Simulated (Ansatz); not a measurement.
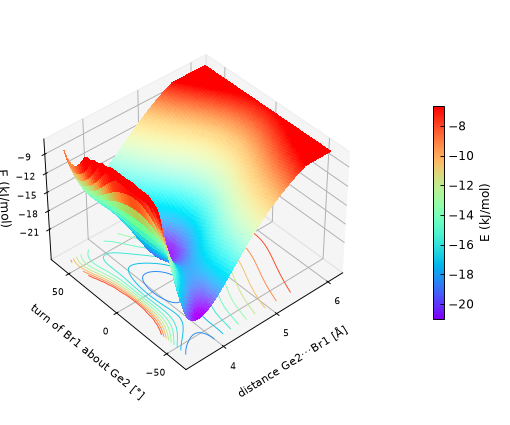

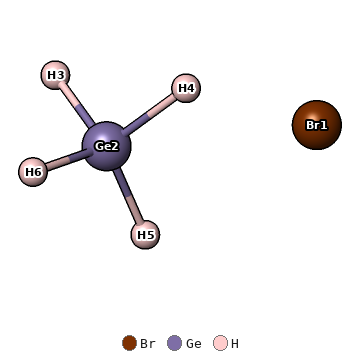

Energy landscape of the pair Br···GeH₄, charge −1. The turn is about an axis along (−0.99, 0.12, 0.03) in the frame of the relaxed pair, normal to the line between the partners. Coordinates scanned: (1) distance Ge2···Br1; (2) turn of Br1 about Ge2. The scan uses an 11 × 11 grid. Points are written as (first, second). Energies: kJ/mol, counted from the ion and the molecule far apart, frozen as in the relaxed pair, each in its own basis (no counterpoise correction). Method: RKS B3LYP-D4/def2-TZVPD in Ansatz 0.2.0.

Drawn: a relief with its contours projected below, any walls above the top of the colour scale cut off. Between grid points the surface is interpolated. The second picture is the structure at the lowest point.

**Summarise what can be read from the map.**

The lowest grid point is at (3.776 Å, −60°), −20.9 kJ/mol from the ion and the molecule far apart, frozen as in the relaxed pair, each in its own basis (no counterpoise correction). It lies at the edge of the scanned range, so the true minimum may lie outside. There is a further well near (4.224 Å, 0°) (0.17 kJ/mol above the lowest at that grid point). The highest grid point, (3.503 Å, 0°), lies 28.2 kJ/mol above the lowest.

Grid values (kJ/mol):

```
turn of Br1 about Ge2 ↓, distance Ge2···Br1 →  3.503  3.606  3.776  3.985  4.224  4.488  4.775  5.081  5.405  5.746  6.103
                                           60   −8.2  −11.4  −14.4  −15.3  −14.6  −12.8  −10.7   −8.7   −7.0   −5.7   −4.7
                                           48   −9.4  −12.7  −15.6  −16.6  −15.7  −13.9  −11.6   −9.5   −7.7   −6.2   −5.1
                                           36   −6.0  −10.8  −15.3  −17.3  −16.9  −15.1  −12.8  −10.4   −8.4   −6.9   −5.6
                                           24   −0.4   −7.5  −14.6  −18.1  −18.4  −16.7  −14.2  −11.6   −9.3   −7.5   −6.1
                                           12    4.8   −4.7  −14.2  −19.1  −20.0  −18.3  −15.5  −12.6  −10.1   −8.1   −6.5
                                            0    7.3   −3.5  −14.1  −19.7  −20.7  −19.0  −16.1  −13.1  −10.4   −8.3   −6.7
                                          −12    5.1   −4.6  −14.3  −19.3  −20.1  −18.4  −15.6  −12.7  −10.2   −8.1   −6.6
                                          −24   −0.7   −7.9  −15.0  −18.5  −18.8  −17.1  −14.5  −11.8   −9.5   −7.6   −6.2
                                          −36   −8.3  −12.8  −16.9  −18.5  −17.9  −15.8  −13.3  −10.9   −8.8   −7.1   −5.8
                                          −48  −15.5  −17.8  −19.4  −19.2  −17.6  −15.1  −12.5  −10.2   −8.2   −6.6   −5.5
                                          −60  −19.8  −20.8  −20.9  −19.6  −17.3  −14.6  −11.9   −9.6   −7.7   −6.2   −5.1
```

The whole map (121 points run) took 10 min on 1 thread of Intel(R) Xeon(R) Platinum 8488C (Sapphire Rapids), with other jobs on the host.
